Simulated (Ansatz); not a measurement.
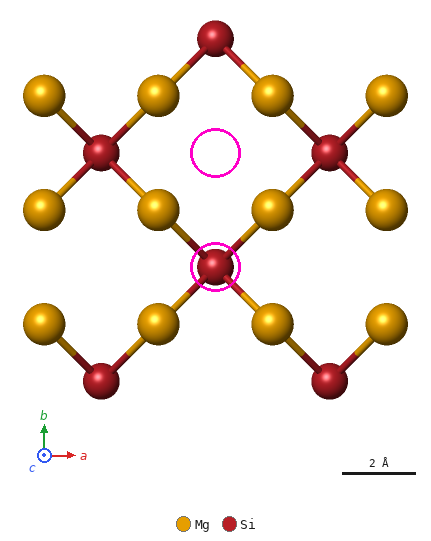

Perfect Mg2Si. The picture is a ball-and-stick view of the atoms within 6.0 Å of one point, in a slice 5.0 Å thick across the line of sight, seen along the c axis.

The calculation used DFT, PBEsol, PAW, plane waves in Ansatz. (plane-wave cutoff 420 eV; k-point mesh 1 × 1 × 1; mesh shifted by (0.25, 0.25, 0.25); collinear spin) Fermi-Dirac smearing of 0.01 eV. The axes drawn are those of the host's conventional cell.

A silicon atom is replaced by hydrogen and an extra silicon atom is put between the host's atoms (an interstitial), the two sites 3.2 Å apart at the ringed places, in charge state 0. The supercell has 96 sites, and the atoms are relaxed at the host's cell.

How do the neighbours respond?

Answer. In the host the Si atom has 8 Mg at 2.74 Å; the H atom ends with 4 Mg at 2.01 to 2.36 Å. The Si atom starts with 8 Mg at 2.74 Å, 6 Si at 3.16 Å around its place and ends with 7 Mg at 2.56 to 3.03 Å, 2 Si at 2.65 to 2.78 Å. Of the host's atoms, a magnesium atom moves furthest from its site, by 0.38 Å. The H atom itself moves 1.69 Å from where it was put. The Si atom itself moves 0.52 Å from where it was put. The cell's net moment is 0.95 μB.

The relaxed defect, seen from the same direction:

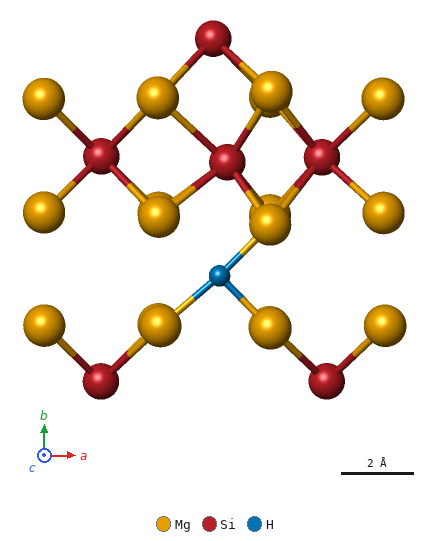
